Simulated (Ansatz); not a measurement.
# r2SCAN/def2-SVP run of CH6NPSi (SMILES C1NP[SiH2]1)

Aim: the vertical ionisation energy of CH6NPSi at r2SCAN/def2-SVP, from 2 runs. 

The calculation is run with Ansatz 0.2.0.

102 further runs of the same task are left out: 102 set aside as unsound or not needed. Runs told in other sessions of the task aren't counted.

### 1 Starting point

CH6NPSi has 10 atoms, charge 0, and is taken as a singlet. SMILES: `C1NP[SiH2]1`. Geometry: relaxed at PBE0-D4/def2-TZVP.

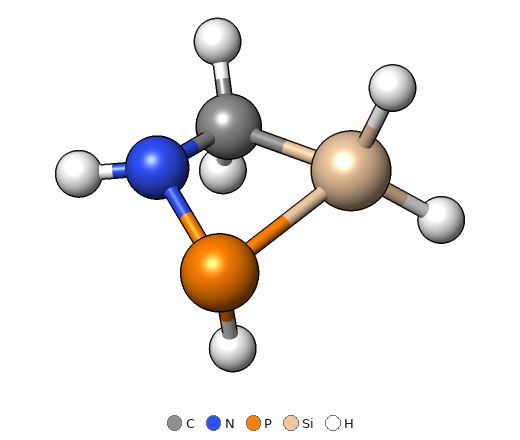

The structure, seen from a chosen angle (carbon grey, nitrogen blue, phosphorus orange, silicon light orange, hydrogen white).

### 2 A single-point energy at r2SCAN/def2-SVP

File molecule.yaml:

```yaml
crystal:
  periodic: [false, false, false]
  atoms:
    - {symbol: C, position_ang: [-0.518900, 0.753700, -0.280300]}
    - {symbol: N, position_ang: [0.388700, 0.867200, 0.865200]}
    - {symbol: P, position_ang: [0.973900, -0.716000, 1.275900]}
    - {symbol: Si, position_ang: [0.382300, -0.797300, -0.907400]}
    - {symbol: H, position_ang: [-0.525900, 1.647300, -0.910700]}
    - {symbol: H, position_ang: [-1.554200, 0.512400, 0.003600]}
    - {symbol: H, position_ang: [0.126500, 1.500500, 1.609100]}
    - {symbol: H, position_ang: [-0.253100, -1.393600, 1.631500]}
    - {symbol: H, position_ang: [1.493100, -0.499900, -1.848100]}
    - {symbol: H, position_ang: [-0.429200, -1.925500, -1.435800]}
basis:
  gaussian: {orbitals: def2-SVP}
output: {orbitals: {seedname: orbitals}}
accuracy: high
hamiltonian: {xc: r2scan}
```

Started as:

```console
$ ansatz run molecule.yaml --threads 1 --pin off --max-ram 3480MiB --events-out events.jsonl --progress --plain --runs-dir runs
```

Standard output:

```text
Warning: RAYON_NUM_THREADS=1 ignored (pool sized by the plan → 1); use --threads N
Functional definition: r2SCAN
  name "r2SCAN"
  parameter k0 = 0.174
  parameter k1 = 0.065
  parameter a1 = 4.9479
  exchange = r2scan_x(k0 = k0, k1 = k1, a1 = a1)
  correlation = r2scan_c
2170 factors; integrals over basis functions are off by at most 3.6e-9 eV
mean field evaluation 1: about -19773.3460 eV, gradient 5.3e1 eV
mean field evaluation 2: about -19742.4240 eV, gradient 1.2e2 eV
mean field evaluation 4: about -19779.8004 eV, gradient 9.2e0 eV
mean field evaluation 8: about -19779.9906 eV, gradient 3.6e-1 eV
mean field evaluation 16: about -19779.9910 eV, gradient 1.7e-5 eV
mean field -19779.99098346 eV, -726.9012612826 hartree, gradient 1.4e-8 eV, S^2 0.000000; 0 other end points of the search recorded, 0 dependent functions left out
reference -19779.99098422 eV, -726.9012613105 hartree; 24, 24 occupied and 70, 70 virtual orbitals, 2170 factors
Total energy: -19779.99098422 eV, -726.9012613105 hartree
```

It took 16 s on 1 thread of Arm Neoverse V2, shared host; peak memory 0.32 GiB.

### 3 The doublet cation at the same level

File input.yaml:

```yaml
crystal:
  periodic: [false, false, false]
  atoms:
    - {symbol: C, position_ang: [-0.518900, 0.753700, -0.280300]}
    - {symbol: "N", position_ang: [0.388700, 0.867200, 0.865200]}
    - {symbol: P, position_ang: [0.973900, -0.716000, 1.275900]}
    - {symbol: Si, position_ang: [0.382300, -0.797300, -0.907400]}
    - {symbol: H, position_ang: [-0.525900, 1.647300, -0.910700]}
    - {symbol: H, position_ang: [-1.554200, 0.512400, 0.003600]}
    - {symbol: H, position_ang: [0.126500, 1.500500, 1.609100]}
    - {symbol: H, position_ang: [-0.253100, -1.393600, 1.631500]}
    - {symbol: H, position_ang: [1.493100, -0.499900, -1.848100]}
    - {symbol: H, position_ang: [-0.429200, -1.925500, -1.435800]}
basis:
  gaussian: {orbitals: def2-SVP}
total_charge: 1
magnetization: {spin_polarized: true, initial_magnetization: 1}
hamiltonian: {xc: r2scan}
accuracy: high
output: {orbitals: {seedname: orbitals}}
```

Started as:

```console
$ ansatz run input.yaml --threads 1 --pin off --max-ram 3480MiB --events-out events.jsonl --progress --plain --runs-dir runs
```

Standard output:

```text
Warning: RAYON_NUM_THREADS=1 ignored (pool sized by the plan → 1); use --threads N
Functional definition: r2SCAN
  name "r2SCAN"
  parameter k0 = 0.174
  parameter k1 = 0.065
  parameter a1 = 4.9479
  exchange = r2scan_x(k0 = k0, k1 = k1, a1 = a1)
  correlation = r2scan_c
2170 factors; integrals over basis functions are off by at most 3.6e-9 eV
mean field evaluation 1: about -19754.8314 eV, gradient 5.8e1 eV
mean field evaluation 2: about -19662.2219 eV, gradient 1.3e2 eV
mean field evaluation 4: about -19767.4965 eV, gradient 2.8e1 eV
mean field evaluation 8: about -19771.4815 eV, gradient 3.7e-1 eV
mean field evaluation 16: about -19771.4734 eV, gradient 2.0e-3 eV
mean field evaluation 32: about -19770.5203 eV, gradient 6.7e0 eV
mean field -19771.47339355 eV, -726.5882456270 hartree, gradient 2.0e-8 eV, S^2 0.757660; 1 other end points of the search recorded, 0 dependent functions left out
reference -19771.47339563 eV, -726.5882457034 hartree; 24, 23 occupied and 70, 71 virtual orbitals, 2170 factors
Total energy: -19771.47339563 eV, -726.5882457034 hartree
```

Run time: 37 s. Hardware: 1 thread of Arm Neoverse V2, shared host; peak memory 0.49 GiB.

### 4 Summary of results

At r2SCAN/def2-SVP:

| quantity | value |
| --- | --- |
| singlet CH6NPSi: total energy | -726.90126 Eh |
| singlet CH6NPSi: HOMO energy | -5.51 eV |
| singlet CH6NPSi: LUMO energy | -0.67 eV |
| singlet CH6NPSi: HOMO–LUMO gap | 4.83 eV |
| doublet cation: total energy | -726.58825 Eh |
| doublet cation: HOMO energy (highest over α and β) | -12.27 eV |
| doublet cation: LUMO energy (lowest over α and β) | -11.46 eV |
| doublet cation: ⟨S²⟩ | 0.758 |
| vertical ionisation energy (to the doublet cation) | 8.518 eV |

**Reading.** Removing an electron at fixed nuclei costs 8.52 eV (822 kJ/mol). The negative HOMO energy of the first species, 5.51 eV, lies 3.01 eV below that difference.
